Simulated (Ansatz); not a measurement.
**C$_{6}$H$_{15}$N: a changed input and its effect**

System: C$_{6}$H$_{15}$N, SMILES CC(C)NC(C)C.
Method of the first run: RKS SPW92 (LDA)/def2-TZVPP (Ansatz 0.2.0).

The geometry comes from this level: PBE0-D4/def2-TZVP. Text and figures count atoms from 1; the logs count them from 0 in places.

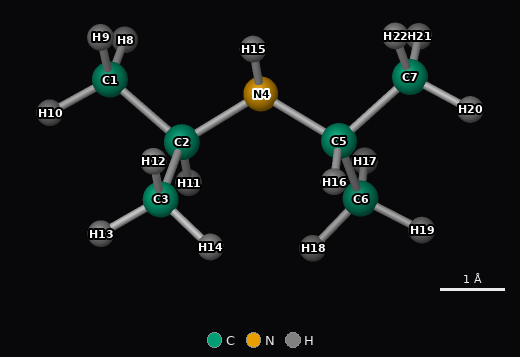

The structure (ball-and-stick view, seen on its broad side; atoms are numbered from 1 in the order of the input). Bond lengths as drawn: C–C 1.52 to 1.53 Å, C–H 1.09 to 1.10 Å, C–N 1.45 to 1.46 Å and H–N 1.01 Å.

**Input file, the first run**
```yaml
crystal:
  periodic: [false, false, false]
  atoms:
    - {symbol: C, position_ang: [0.770687, -2.112648, -1.225846]}
    - {symbol: C, position_ang: [0.149735, -0.747769, -0.988385]}
    - {symbol: C, position_ang: [0.769294, 0.298999, -1.910245]}
    - {symbol: N, position_ang: [0.251115, -0.445067, 0.431575]}
    - {symbol: C, position_ang: [-0.291019, 0.819957, 0.900460]}
    - {symbol: C, position_ang: [-1.796623, 0.864964, 0.702439]}
    - {symbol: C, position_ang: [0.063283, 0.971145, 2.368829]}
    - {symbol: H, position_ang: [0.306994, -2.861414, -0.581509]}
    - {symbol: H, position_ang: [1.843393, -2.090602, -1.003919]}
    - {symbol: H, position_ang: [0.655882, -2.422544, -2.266705]}
    - {symbol: H, position_ang: [-0.917625, -0.821806, -1.225945]}
    - {symbol: H, position_ang: [1.839551, 0.406031, -1.704669]}
    - {symbol: H, position_ang: [0.656542, 0.009135, -2.958186]}
    - {symbol: H, position_ang: [0.303537, 1.279220, -1.787938]}
    - {symbol: H, position_ang: [1.222498, -0.516693, 0.714807]}
    - {symbol: H, position_ang: [0.144278, 1.680793, 0.362739]}
    - {symbol: H, position_ang: [-2.265965, 0.012602, 1.200963]}
    - {symbol: H, position_ang: [-2.073280, 0.836223, -0.353631]}
    - {symbol: H, position_ang: [-2.206662, 1.785526, 1.123916]}
    - {symbol: H, position_ang: [-0.309552, 1.918430, 2.764135]}
    - {symbol: H, position_ang: [-0.372561, 0.153724, 2.948856]}
    - {symbol: H, position_ang: [1.147198, 0.951694, 2.516857]}
basis:
  gaussian: {orbitals: def2-TZVPP}
hamiltonian: {xc: lda}
output: {orbitals: {seedname: orbitals}}
```

Launched with:
```bash
ansatz run in.yaml --threads 2 --pin off --events-out ev --progress --plain --max-ram 22528MiB --backend cuda --devices 0, --max-vram 18GiB
```

Hardware: 2 CPU threads, shared host.

**Output (the first run)**
```
Functional definition: SPW92
  exchange = slater_x
  correlation = pw_c
2120 factors; their error is unknown
mean field evaluation 1: about -7855.2932 eV, gradient 1.2e2 eV
mean field evaluation 2: about -7777.3845 eV, gradient 2.0e2 eV
mean field evaluation 4: about -7885.5257 eV, gradient 2.2e1 eV
mean field evaluation 8: about -7886.4610 eV, gradient 3.6e-1 eV
mean field evaluation 16: about -7886.3966 eV, gradient 1.4e-3 eV
mean field -7886.39660683 eV, -289.8197297094 hartree, gradient 1.8e-5 eV, S^2 0.000000; 0 other end points of the search recorded, 0 dependent functions left out
reference -7886.39666021 eV, -289.8197316711 hartree; 29, 29 occupied and 398, 398 virtual orbitals, 2120 factors
Total energy: -7886.39666021 eV, -289.8197316711 hartree
```

For the second run the input was changed thus:
```diff
-hamiltonian: {xc: lda}
+hamiltonian: {xc: pbe0, dispersion: d4}
```

How does the second run compare with the first run?

The total energies belong to different models, so their difference says nothing on which is more stable or more accurate. The HOMO goes from −5.03 to −6.28 eV. The LUMO goes from 0.05 to 1.05 eV.

**Output (the second run)**
```
Functional definition: PBE0
  parameter a = 0.25
  parameter kappa = 0.804
  parameter beta = 0.06672455060314922
  exchange = (1 - a)*pbe_x(kappa = kappa, mu = beta*pi^2/3) + a*exact_x
  correlation = pbe_c(beta = beta)
2120 factors; their error is unknown
mean field evaluation 1: about -7933.3803 eV, gradient 8.6e1 eV
mean field evaluation 2: about -7923.9053 eV, gradient 1.0e2 eV
mean field evaluation 4: about -7950.4085 eV, gradient 5.9e0 eV
mean field evaluation 8: about -7950.4749 eV, gradient 6.3e-2 eV
mean field evaluation 16: about -7950.4440 eV, gradient 1.5e-4 eV
mean field -7950.44404809 eV, -292.1734297627 hartree, gradient 5.3e-5 eV, S^2 0.000000; 0 other end points of the search recorded, 0 dependent functions left out
reference -7950.44409070 eV, -292.1734313285 hartree; 29, 29 occupied and 398, 398 virtual orbitals, 2120 factors
Total energy: -7950.84780449 eV, -292.1882675368 hartree
```

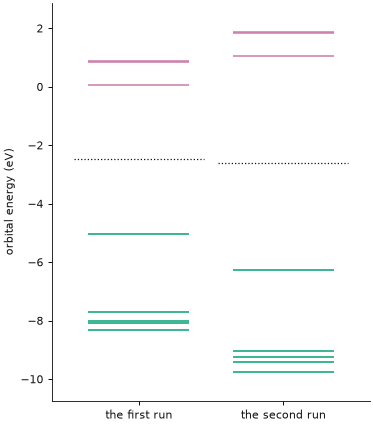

The five highest filled and three lowest empty orbital energies of the two runs; the dotted lines part filled from empty levels. The HOMO–LUMO gap is 5.08 eV in the first run and 7.34 eV in the second run.

**The two runs side by side**

```csv
quantity,the first run,the second run
outcome,converged,converged
total energy (hartree),−289.819732,−292.188268
HOMO (eV),−5.03,−6.28
LUMO (eV),0.05,1.05
basis functions,427,427
wall time (shared host),4.2 s,4.2 s
```
